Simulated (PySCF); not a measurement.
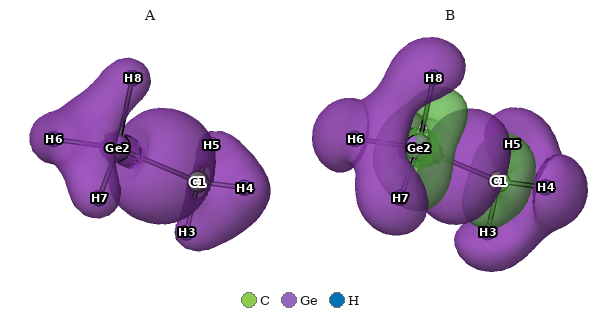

Figure. CH6Ge, SMILES `C[GeH3]`. The Fukui function f⁻ from two separate SCF calculations and the density of the HOMO, at ±0.02 e/Å³ (purple positive, green negative).

PySCF calculation, M06-2X/def2-SVPD, gas phase; geometry: GFN2-xTB. No frequency check shows the geometry to be a minimum. GFN2-xTB bond lengths at metals and heavier atoms can be off by up to 0.1 Å and shapes distorted, which carries into these values.

Geometry (Å), atoms numbered from 1:

```
C1      -1.5689    0.0002    0.0000
Ge2      0.3897   -0.0001   -0.0001
H3      -1.9547   -0.5836    0.8320
H4      -1.9546   -0.4284   -0.9220
H5      -1.9543    1.0130    0.0894
H6       0.9345    0.5884    1.2607
H7       0.9341   -1.3865   -0.1207
H8       0.9378    0.8007   -1.1355
```

Question: Which panel is which, and how good is the frozen-orbital picture?

Answer: B is f⁻ (it has negative regions), A the HOMO density. The HOMO lies on C1 (42 %) and Ge2 (31 %); f⁻ (Hirshfeld-condensed) is largest on Ge2 (0.24) and C1 (0.23); the vertical ionisation energy is 11.44 eV. Relaxation shifts 26 % of the electron between atoms. The orbital energy is −10.16 eV.

Run time: 7.1 min on 1 thread of Intel(R) Xeon(R) Platinum 8259CL CPU @ 2.50GHz (Skylake/Cascade Lake), with other jobs on the host, peak memory 0.71 GiB.
